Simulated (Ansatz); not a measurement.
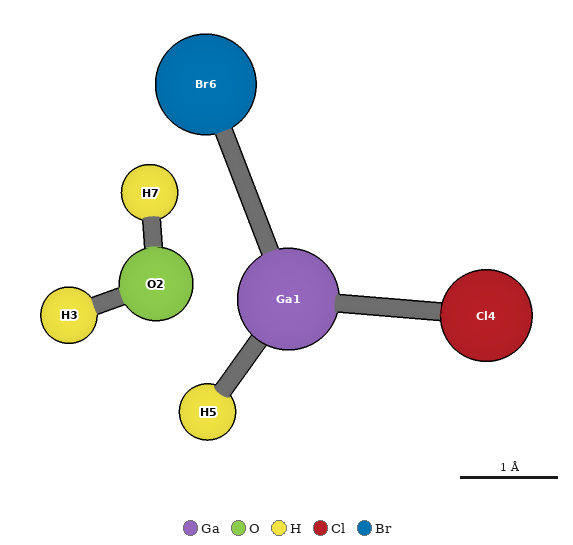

**Figure 1.** The input geometry (ball-and-stick view, seen at a tilt; atoms are numbered from 1 in the order of the input). Sticks mark near contacts. Bond lengths as drawn: Br–Ga 2.40 Å, Cl–Ga 2.15 Å, Ga–H 1.56 Å and H–O 0.97 to 0.99 Å.

# Geometry relaxation of GaH$_{3}$BrClO

- system: GaH$_{3}$BrClO
- method: RKS B3LYP/def2-SVP (Ansatz 0.2.0)

It belongs to a series of runs on one base structure; here: end point B relaxed. Figures and captions count atoms from 1; the log counts them from 0 in places.

What the program printed
```
The last accepted step is kept in [file] (removed where the run ends without a failure and the disk answers)
Engine: ansatz 0.2.0, x86_64-unknown-linux-gnu
Functional definition: B3LYP
  parameter a0 = 0.2
  parameter ax = 0.72
  parameter ac = 0.81
  exchange = (1 - a0 - ax)*slater_x + ax*b88_x + a0*exact_x
  correlation = (1 - ac)*vwn_rpa_c + ac*lyp_c
1135 factors; integrals over basis functions are off by at most 6.7e-4 eV
mean field evaluation 1: about -137023.1131 eV, gradient 5.2e1 eV
mean field evaluation 2: about -137011.2514 eV, gradient 9.3e1 eV
mean field evaluation 4: about -137027.7574 eV, gradient 4.7e0 eV
mean field evaluation 8: about -137027.7937 eV, gradient 4.4e-2 eV
mean field evaluation 16: about -137027.7937 eV, gradient 1.4e-5 eV
mean field -137027.79367424 eV, -5035.6785367537 hartree, gradient 1.4e-5 eV, S^2 0.000000; 0 other end points of the search recorded, 0 dependent functions left out
the calculation of the forces begins
reference -137027.79393075 eV, -5035.6785461805 hartree; 47, 47 occupied and 64, 64 virtual orbitals, 1135 factors
relax step   1: F+E_penalty+E_count = -137027.79367424 eV  Δ(F+E_penalty+E_count) = +0.000e0 eV  max|allowed force component| = 7.812e-1 eV/Å  Δτ_max = 0.0000 Å  (27 SCF iters, accepted)
these checks for a lower state are left out or cut short: starts, cluster_reference, orbital_swaps, neighbouring_geometries, increment
1135 factors; integrals over basis functions are off by at most 7.9e-4 eV
mean field -137027.92808149 eV, -5035.6834761292 hartree, gradient 1.0e-5 eV, S^2 0.000000; 0 other end points of the search recorded, 0 dependent functions left out
the calculation of the forces begins
reference -137027.92833712 eV, -5035.6834855235 hartree; 47, 47 occupied and 64, 64 virtual orbitals, 1135 factors
relax step   2: F+E_penalty+E_count = -137027.92808149 eV  Δ(F+E_penalty+E_count) = -1.344e-1 eV  max|allowed force component| = 1.226e0 eV/Å  Δτ_max = 0.1959 Å  (29 SCF iters, accepted)
these checks for a lower state are left out or cut short: starts, cluster_reference, orbital_swaps, neighbouring_geometries, increment
1135 factors; integrals over basis functions are off by at most 7.5e-4 eV
mean field -137028.13961383 eV, -5035.6912497993 hartree, gradient 1.4e-5 eV, S^2 0.000000; 0 other end points of the search recorded, 0 dependent functions left out
the calculation of the forces begins
reference -137028.13986658 eV, -5035.6912590875 hartree; 47, 47 occupied and 64, 64 virtual orbitals, 1135 factors
relax step   3: F+E_penalty+E_count = -137028.13961383 eV  Δ(F+E_penalty+E_count) = -2.115e-1 eV  max|allowed force component| = 1.226e0 eV/Å  Δτ_max = 0.1985 Å  (28 SCF iters, accepted)
these checks for a lower state are left out or cut short: starts, cluster_reference, orbital_swaps, neighbouring_geometries, increment
1135 factors; integrals over basis functions are off by at most 5.8e-4 eV
mean field evaluation 32: about -137028.2085 eV, gradient 1.7e-1 eV
mean field -137028.21650463 eV, -5035.6940754840 hartree, gradient 1.2e-5 eV, S^2 0.000000; 0 other end points of the search recorded, 0 dependent functions left out
the calculation of the forces begins
reference -137028.21675424 eV, -5035.6940846571 hartree; 47, 47 occupied and 64, 64 virtual orbitals, 1135 factors
relax step   4: F+E_penalty+E_count = -137028.21650463 eV  Δ(F+E_penalty+E_count) = -7.689e-2 eV  max|allowed force component| = 1.129e0 eV/Å  Δτ_max = 0.1965 Å  (29 SCF iters, accepted)
these checks for a lower state are left out or cut short: starts, cluster_reference, orbital_swaps, neighbouring_geometries, increment
1135 factors; integrals over basis functions are off by at most 5.2e-4 eV
mean field -137028.25402776 eV, -5035.6954544336 hartree, gradient 8.9e-5 eV, S^2 0.000000; 0 other end points of the search recorded, 0 dependent functions left out
the calculation of the forces begins
reference -137028.25427754 eV, -5035.6954636129 hartree; 47, 47 occupied and 64, 64 virtual orbitals, 1135 factors
relax step   5: F+E_penalty+E_count = -137028.25402776 eV  Δ(F+E_penalty+E_count) = -3.752e-2 eV  max|allowed force component| = 3.754e-1 eV/Å  Δτ_max = 0.0723 Å  (26 SCF iters, accepted)
these checks for a lower state are left out or cut short: starts, cluster_reference, orbital_swaps, neighbouring_geometries, increment
1135 factors; integrals over basis functions are off by at most 4.6e-4 eV
mean field -137028.25842385 eV, -5035.6956159868 hartree, gradient 7.7e-5 eV, S^2 0.000000; 0 other end points of the search recorded, 0 dependent functions left out
the calculation of the forces begins
reference -137028.25867311 eV, -5035.6956251471 hartree; 47, 47 occupied and 64, 64 virtual orbitals, 1135 factors
relax step   6: F+E_penalty+E_count = -137028.25842385 eV  Δ(F+E_penalty+E_count) = -4.396e-3 eV  max|allowed force component| = 7.737e-2 eV/Å  Δτ_max = 0.0300 Å  (26 SCF iters, accepted)
these checks for a lower state are left out or cut short: starts, cluster_reference, orbital_swaps, neighbouring_geometries, increment
1135 factors; integrals over basis functions are off by at most 4.3e-4 eV
mean field -137028.25882580 eV, -5035.6956307583 hartree, gradient 7.6e-5 eV, S^2 0.000000; 0 other end points of the search recorded, 0 dependent functions left out
the calculation of the forces begins
reference -137028.25907505 eV, -5035.6956399181 hartree; 47, 47 occupied and 64, 64 virtual orbitals, 1135 factors
relax step   7: F+E_penalty+E_count = -137028.25882580 eV  Δ(F+E_penalty+E_count) = -4.020e-4 eV  max|allowed force component| = 2.393e-2 eV/Å  Δτ_max = 0.0227 Å  (26 SCF iters, accepted)
1135 factors; integrals over basis functions are off by at most 4.3e-4 eV
mean field evaluation 64: about -137028.2588 eV, gradient 7.1e-3 eV
```

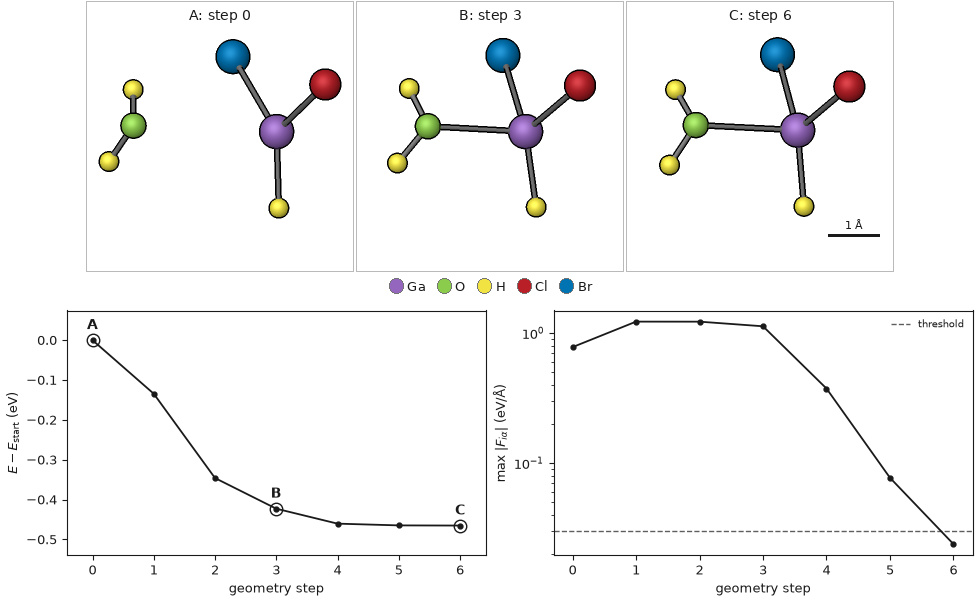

**Figure 2.** Frames of the relaxation (ball-and-stick view, seen at a tilt) above the curves, on which the letters mark them (the first geometry is step 0 here and step 1 in the log).

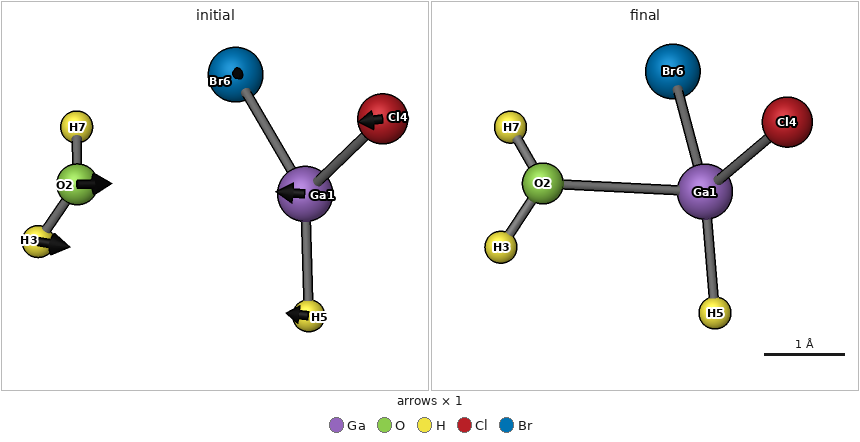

**Figure 3.** Before (left) and after (right) the relaxation, at one scale (ball-and-stick view, seen at a tilt). The black arrows give the displacements, at true length. Over 6 geometry steps the energy falls by 0.465 eV. The largest force component goes from 0.78 to 0.024 eV/Å. O2 moves most after the best rigid fit: 0.46 Å. By element the largest moves are O 0.46 Å, H 0.44 Å, Ga 0.38 Å, Cl 0.32 Å, Br 0.14 Å. Distances before and after: Ga1–O2 2.973 → 2.142 Å, Ga1–Br6 2.396 → 2.353 Å, Ga1–Cl4 2.148 → 2.173 Å, O2–H7 0.987 → 0.974 Å. New bonds form: Ga1–O2 (2.97 → 2.14 Å). Among the angles that change: Cl4–Ga1–H5 124.0° → 120.6°, H3–O2–H7 103.7° → 106.6°. (Atoms are counted from 1 in the order of the input.)

```
mean field -137028.25882580 eV, -5035.6956307583 hartree, gradient 7.6e-5 eV, S^2 0.000000; 1 other end points of the search recorded, 0 dependent functions left out
the calculation of the forces begins
reference -137028.25907505 eV, -5035.6956399181 hartree; 47, 47 occupied and 64, 64 virtual orbitals, 1135 factors
Total energy: -137028.25907505 eV, -5035.6956399181 hartree
Atom 0 at     0.073821     0.554427    -0.119043 Å, force     0.006002    -0.000860    -0.014937 eV/Å
Atom 1 at     0.064183    -0.019436     1.945056 Å, force    -0.000974     0.012275    -0.023929 eV/Å
Atom 2 at    -0.791791    -0.324445     2.284986 Å, force    -0.001679    -0.000483     0.002731 eV/Å
Atom 3 at     1.900938    -0.399507    -0.806397 Å, force     0.004048    -0.003545    -0.001836 eV/Å
Atom 4 at    -1.319938     0.022830    -0.574076 Å, force    -0.004669    -0.000323     0.005544 eV/Å
Atom 5 at     0.321117     2.831618     0.420127 Å, force    -0.003857    -0.017654     0.012963 eV/Å
Atom 6 at     0.284869     0.792514     2.435146 Å, force     0.001128     0.010590     0.019464 eV/Å
Dipole moment:    -0.579873    -0.259972     0.837326 e Å
```

Trajectory as extended XYZ (Å, eV, eV/Å), 7 frames, from step=1 to step=7
```
7
Properties=species:S:1:pos:R:3:forces:R:3 step=1 energy=-137027.79367
Ga    0.1267    0.5618   -0.4968   -0.0401   0.4973   0.7293
O     0.0190   -0.1410    2.3901    0.2226   0.7812  -0.4299
H    -0.9023   -0.1700    2.6865   -0.0131   0.0151  -0.0006
Cl    1.9809   -0.3330   -1.1104    0.0182  -0.0077  -0.0009
H    -1.2757    0.0012   -0.8722    0.0561   0.0165   0.0302
Br    0.3202    2.7284    0.5078   -0.0492  -0.5937  -0.3180
H     0.2644    0.8107    2.4808   -0.1944  -0.7087  -0.0101
7
Properties=species:S:1:pos:R:3:forces:R:3 step=2 energy=-137027.92808
Ga    0.1216    0.5532   -0.3982   -0.2216  -0.0670   0.5519
O    -0.0084   -0.0964    2.2013   -0.4466   1.2265   0.5565
H    -0.8729   -0.1769    2.6729    0.6564  -0.1583  -0.5958
Cl    1.9674   -0.3305   -1.0664    0.0732  -0.0563   0.0234
H    -1.2683    0.0017   -0.8287    0.0393  -0.0084   0.0326
Br    0.3160    2.6941    0.5051    0.0352   0.1335  -0.0659
H     0.2778    0.8128    2.4998   -0.1360  -1.0699  -0.5028
7
Properties=species:S:1:pos:R:3:forces:R:3 step=3 energy=-137028.13961
Ga    0.0892    0.5319   -0.2035   -0.2583  -0.0600   0.2940
O    -0.0052   -0.0635    2.0089   -0.3290   1.2255   1.0677
H    -0.8379   -0.2200    2.5220    0.5958  -0.1504  -0.8044
Cl    1.9292   -0.3361   -0.9318    0.1157  -0.1048   0.0632
H    -1.2801   -0.0088   -0.7122   -0.0099   0.0127   0.0656
Br    0.3316    2.7633    0.4704   -0.0039   0.0934   0.0276
H     0.3064    0.7912    2.4319   -0.1104  -1.0165  -0.7137
7
Properties=species:S:1:pos:R:3:forces:R:3 step=4 energy=-137028.21650
Ga    0.0593    0.5083   -0.0821   -0.0432   0.1881  -0.5648
O     0.0454   -0.0174    1.8993   -0.3946   0.1079   1.1295
H    -0.8097   -0.2332    2.3279    0.2987  -0.1227  -0.3873
Cl    1.9047   -0.3696   -0.8157    0.0558  -0.0674   0.0238
H    -1.3095   -0.0100   -0.6180   -0.0309   0.0053   0.0467
Br    0.3150    2.7817    0.5053   -0.0219   0.0689  -0.0064
H     0.3281    0.7984    2.3690    0.1361  -0.1801  -0.2414
7
Properties=species:S:1:pos:R:3:forces:R:3 step=5 energy=-137028.25403
Ga    0.0688    0.5426   -0.1257    0.0072   0.0718  -0.0202
O     0.0588   -0.0245    1.9347   -0.2199   0.1691   0.3754
H    -0.7920   -0.2995    2.3245    0.1653  -0.0450  -0.2116
Cl    1.9077   -0.3963   -0.8064   -0.0210   0.0022   0.0101
H    -1.3212    0.0210   -0.6036    0.0074  -0.0001   0.0139
Br    0.3146    2.8216    0.4451   -0.0107  -0.0731  -0.0144
H     0.2965    0.7931    2.4172    0.0717  -0.1249  -0.1533
7
Properties=species:S:1:pos:R:3:forces:R:3 step=6 energy=-137028.25842
Ga    0.0715    0.5503   -0.1282    0.0066   0.0033   0.0320
O     0.0642   -0.0175    1.9398   -0.0774   0.0015   0.0663
H    -0.7909   -0.3097    2.2962    0.0373  -0.0194  -0.0524
Cl    1.9043   -0.4034   -0.8018   -0.0081   0.0064  -0.0079
H    -1.3223    0.0229   -0.5878    0.0042  -0.0033   0.0007
Br    0.3116    2.8225    0.4386    0.0046   0.0015  -0.0124
H     0.2949    0.7929    2.4290    0.0328   0.0101  -0.0263
7
Properties=species:S:1:pos:R:3:forces:R:3 step=7 energy=-137028.25883
Ga    0.0738    0.5544   -0.1190    0.0060  -0.0009  -0.0149
O     0.0642   -0.0194    1.9451   -0.0010   0.0123  -0.0239
H    -0.7918   -0.3244    2.2850   -0.0017  -0.0005   0.0027
Cl    1.9009   -0.3995   -0.8064    0.0040  -0.0035  -0.0018
H    -1.3199    0.0228   -0.5741   -0.0047  -0.0003   0.0055
Br    0.3211    2.8316    0.4201   -0.0039  -0.0177   0.0130
H     0.2849    0.7925    2.4351    0.0011   0.0106   0.0195
```

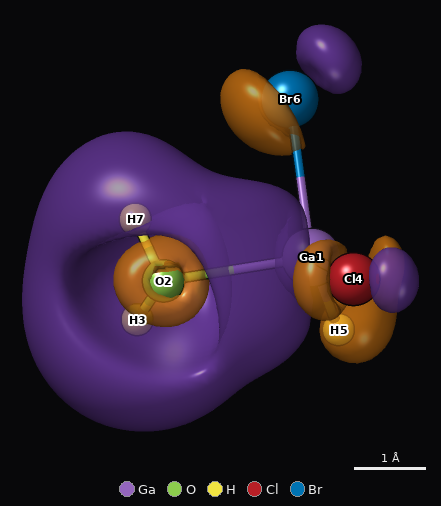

**Figure 4.** The LUMO at ±0.1 Å⁻³ᐟ² (orange and purple are the two phases), seen at a tilt. Its weight (Hirshfeld) is mainly on H3 (25 %), Ga1 (20 %), O2 (20 %) and H7 (15 %). Its energy is −0.68 eV.

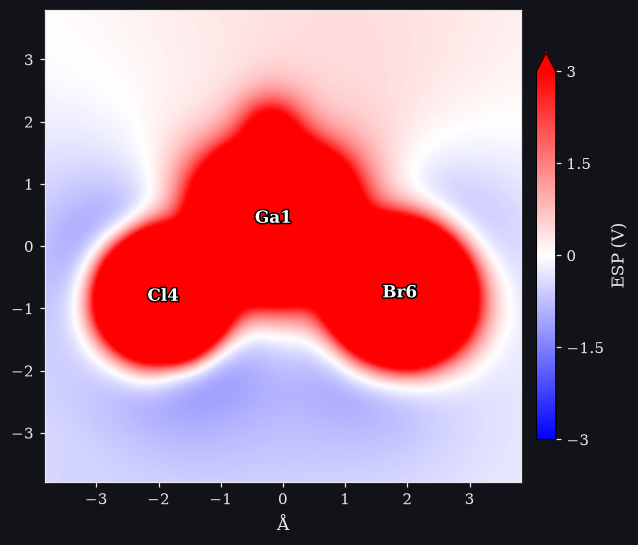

**Figure 5.** Electrostatic potential on the plane of atoms Cl4, Ga1 and Br6.

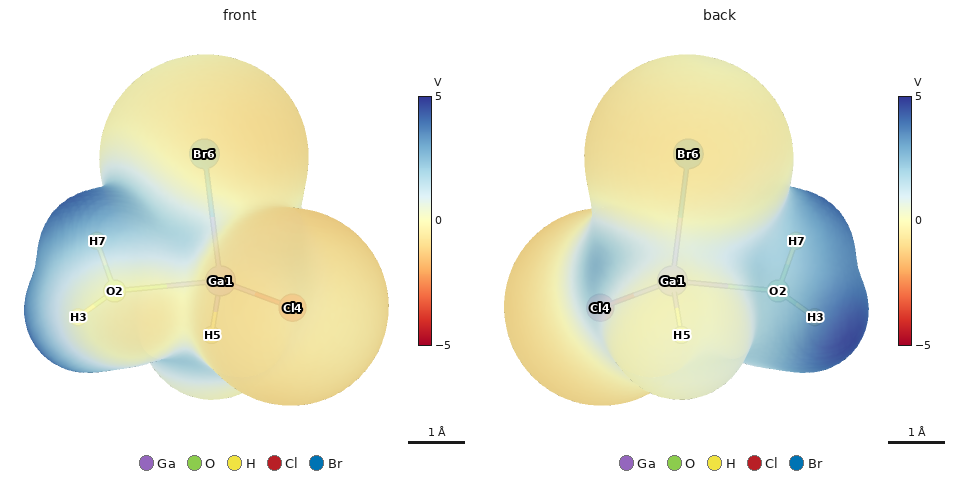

**Figure 6.** The electrostatic potential painted on the density surface at 0.004 e/bohr³, seen at a tilt and from behind; the colour scale runs from red (negative) to blue (positive). A positive charge is drawn to the negative regions and a negative charge to the positive ones.

This output came from the following input.

Input
```yaml
crystal:
  periodic: [false, false, false]
  atoms:
    - { symbol: Ga, position_ang: [0.126687, 0.561825, -0.496802] }
    - { symbol: O, position_ang: [0.018962, -0.141022, 2.390105] }
    - { symbol: H, position_ang: [-0.90233, -0.170035, 2.686466] }
    - { symbol: Cl, position_ang: [1.980934, -0.333035, -1.110385] }
    - { symbol: H, position_ang: [-1.275653, 0.001153, -0.872194] }
    - { symbol: Br, position_ang: [0.320217, 2.728436, 0.507841] }
    - { symbol: H, position_ang: [0.264382, 0.810679, 2.480769] }
basis:
  gaussian: { orbitals: def2-SVP }
hamiltonian:
  xc: b3lyp
relax:
  f_tol: 0.03
  max_steps: 50
output:
  orbitals: {}
```

Command:
```bash
ansatz run input.yaml --threads 4 --pin off --max-ram 5120MiB --backend cpu --events-out ev --progress --plain --runs-dir out
```

Key numbers

- outcome: converged
- total energy: −137028.2591 eV
- mean-field energy: −137028.2591 eV
- largest force (length of the vector) at the end: 0.027 eV/Å
- hardware: 4 threads of Intel Xeon @ 2.50GHz (Skylake/Cascade Lake), 32 GiB of memory available, shared host
- wall time: 16 s (CPU time 58 s)
- peak memory: 0.3 GiB
